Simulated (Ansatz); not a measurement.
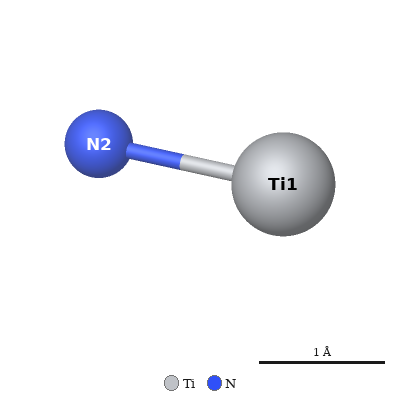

(Drawn from a calculation with Ansatz.)

Charge 0, doublet. Geometry: a fixed input geometry, not necessarily a minimum. Other spin states may lie lower.

Give the bond lengths.

```csv
bond,length (Å)
Ti1–N2,1.614
```
